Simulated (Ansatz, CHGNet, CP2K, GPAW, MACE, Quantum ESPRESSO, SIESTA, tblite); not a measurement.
**Other levels on W(100)/Au(100) interface (51 atoms)**

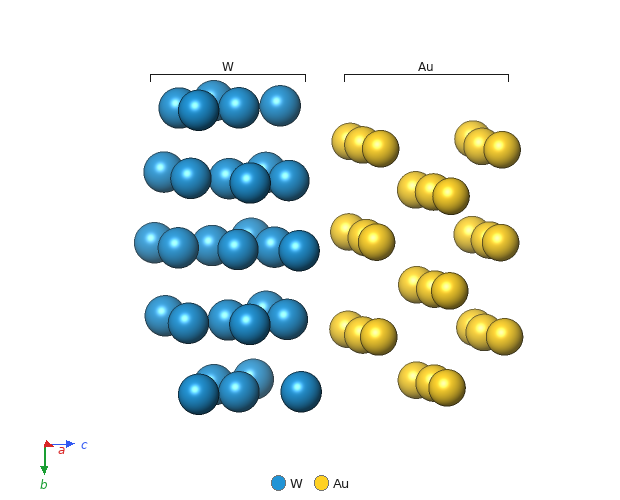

The cell (tungsten blue, gold yellow). Some periodic images of atoms are drawn too.

The cell holds 51 atoms: 24 W and 27 Au. Its edges and angles: a = 8.952 Å, b = 8.952 Å, c = 22.049 Å, α = 90.0°, β = 90.0°, γ = 90.0°. Bcc W(100), 3 repeat layers, 8 surface cells, strained +0.00 and +0.00 %; fcc Au(100), 3 layers, 9 cells, +3.48 and +3.48 %; outer planes 2.92 Å apart, 12 Å of vacuum above; not relaxed, displaced by a Gaussian of 0.02 Å. Then every atom was moved at random, 0.05 Å r.m.s. a Cartesian component. Regions: W, 24 atoms (24 W); Au, 27 atoms (27 Au). Vacuum lies along c.

Geometry: as built.

The reference, a calculation:

| Item | Value |
| --- | --- |
| method | Kohn-Sham DFT, PBE, PAW, plane waves (Ansatz 0.2.0); cutoff 420 eV, Γ point, fermi-dirac smearing of 0.05 eV; PAW set soft_2 |
| r.m.s. force component | 0.6451 eV/Å |
| longest force | 2.029 eV/Å |
| SCF cycles | 13 |
| time | 25 s on 8 threads of Arm Neoverse V1, shared host |
| CPU time | 3 min |

Runs, in no order:
A. MACE MP-0b2 small potential: machine-learned interatomic potential MACE MP-0b2 small, trained on PBE(+U) plane-wave data
B. CP2K PBE, TZV2P-UZH, 350/50 Ry, diagonalisation: Kohn-Sham DFT, PBE, GTH-PBE pseudopotentials, Gaussian and plane waves, TZV2P-MOLOPT (UZH set), diagonalisation
C. CHGNet 0.3.0 potential: machine-learned interatomic potential CHGNet 0.3.0, trained on PBE(+U) plane-wave data
D. SIESTA PBE, DZ, shift 0.01 Ry, mesh 300 Ry: Kohn-Sham DFT, PBE, PseudoDojo 0.4.1 norm-conserving pseudopotentials (converted to PSML), numerical atomic orbitals (DZ), diagonalisation

Q: Order them from the smallest to the largest r.m.s. force difference.

B, D, C, A.

| run | Δ force, r.m.s. (meV/Å) | share of r.m.s. force (%) | CPU time |
| --- | --- | --- | --- |
| B. CP2K PBE, TZV2P-UZH, 350/50 Ry, diagonalisation | 105 | 16.3 | 33 min |
| D. SIESTA PBE, DZ, shift 0.01 Ry, mesh 300 Ry | 281 | 43.5 | 3.1 min |
| C. CHGNet 0.3.0 potential | 437 | 67.7 | 4.4 s |
| A. MACE MP-0b2 small potential | 812 | 126 | 7.9 s |

The electron count is odd in these runs, and they have no spin polarisation, so the unpaired electron is spread evenly over both spins. Machine-learned potentials mimic data converged in k, so the reference's own k-point error enters their differences. The electron count is odd and the run has no spin polarisation, so levels at the top are partly filled by construction. The electronic-structure runs sample only Γ, in a cell whose shortest periodic width is 9 Å, which is coarse for a cell with partly filled levels.

[Hosts, paths, dates, database ids (printed as entryN), source tags and the programs' standing remarks are cut or masked in the printed files.]
